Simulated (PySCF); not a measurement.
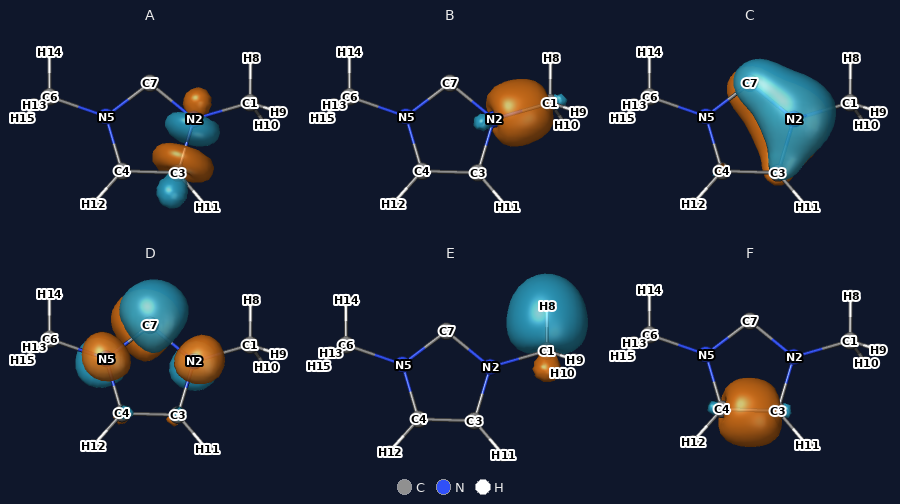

Figure. C$_{5}$H$_{8}$N$_{2}$, SMILES `CN1C=CN(C)[C]1`. Intrinsic bond orbitals (IBO), occupied and valence-virtual; each surface holds about 80 % of the orbital's density. Energies are diagonal elements of the Fock matrix.

Computed with PySCF, B3LYP/6-31+G*, geometry: GFN2-xTB. No frequency check shows the geometry to be a minimum.

The calculation's input:

```python
import numpy as np
from pyscf import gto, scf, dft, lo
from pyscf.data.elements import chemcore

def solve(mol, dm0=None, hcore=None):
    mf = (dft.UKS if mol.spin else dft.RKS)(mol, xc='b3lyp')
    mf.grids.level = 3
    mf = mf.density_fit(auxbasis='def2-universal-jkfit')
    mf.conv_tol, mf.max_cycle = 1e-8, 80
    if hcore is not None:
        mf.get_hcore = lambda *args: hcore
    mf.kernel(dm0)
    if not mf.converged:
        mf = mf.newton().run(mf.mo_coeff, mf.mo_occ, max_cycle=30)
    assert mf.converged, 'SCF not converged'
    return mf

mol = gto.M(atom='''
C     -2.42893     0.56042     0.00076
N     -1.06375     0.12350    -0.00071
C     -0.67620    -1.19384    -0.00042
C      0.67618    -1.19385     0.00043
N      1.06373     0.12349     0.00069
C      2.42892     0.56041    -0.00079
C      0.00006     0.96568     0.00006
H     -2.43637     1.64864    -0.00362
H     -2.95358     0.19688    -0.88684
H     -2.95301     0.19691     0.88870
H     -1.37812    -2.00329    -0.00046
H      1.37809    -2.00330     0.00049
H      2.95300     0.19686    -0.88873
H      2.43636     1.64862     0.00356
H      2.95357     0.19688     0.88682
''', basis='6-31+g*', charge=0, spin=0, verbose=4)
mf = solve(mol)
occ_all = mf.mo_coeff[:, mf.mo_occ > 0]
occ = occ_all[:, chemcore(mol):]
loc = lo.ibo.ibo(mol, occ, iaos=lo.iao.iao(mol, occ_all))
fock, s = mf.get_fock(), mf.get_ovlp()
ortho = lo.orth_ao(mol, 'meta_lowdin')
ortho = lo.vec_lowdin(lo.iao.iao(mol, occ_all), s)
labels = lo.iao.reference_mol(mol).ao_labels(fmt=None)
vir = lo.vvo.livvo(mol, occ_all, mf.mo_coeff[:, mf.mo_occ == 0])
both = np.hstack([loc, vir])
p = (ortho.T @ s @ both) ** 2
pop = np.array([p[[l[0] == a for l in labels]].sum(0) for a in range(mol.natm)])
spd = np.array([[p[[l[0] == a and l[2][-1] == k for l in labels]].sum(0) for k in 'spd'] for a in range(mol.natm)])
eps = np.einsum('pi,pq,qi->i', both, fock, both)
for i in np.argsort(eps):
    top = np.argsort(-pop[:, i])[:3]
    print('%3d %s %9.4f Eh ' % (i + 1, 'occ' if i < loc.shape[1] else 'vir', eps[i]), '  '.join('%s%d %.3f' % (mol.atom_symbol(a), a + 1, pop[a, i]) for a in top))
np.savez('result.npz', c=both, nocc=loc.shape[1], pop=pop, spd=spd, eps=eps, e=mf.e_tot)
```

Command:

```sh
OMP_NUM_THREADS=1 python input.py
```

The run took 21 s on 1 thread of AMD EPYC 7R43 64-Core Processor (Zen 3), with other jobs on the host, peak memory 0.58 GiB.

Identify each orbital.

Answer. By panel:
- A: σ* orbital C3–N2 (C3 57 %, N2 41 %; 11.9 eV)
- B: σ bond N2–C1 (N2 59 %, C1 40 %; −18.2 eV)
- C: π bond N2–C7 (N2 74 %, C7 16 %, C3 6 %; −9.5 eV)
- D: delocalised π* orbital mainly over C7, N5 and N2 (C7 62 %, N5 17 %, N2 17 %; 2.2 eV)
- E: σ bond C1–H8 (C1 59 %, H8 41 %; −13.4 eV)
- F: σ bond C3–C4 (C3 50 %, C4 50 %; −17.2 eV)

Which has the smallest and which the largest spatial spread?

Answer. Smallest: F (0.75 Å); largest: D (1.28 Å).

How do all the valence pairs divide up?

Answer. 19 pairs: 15 σ bonds, 3 two-centre π bonds and 1 lone pair.
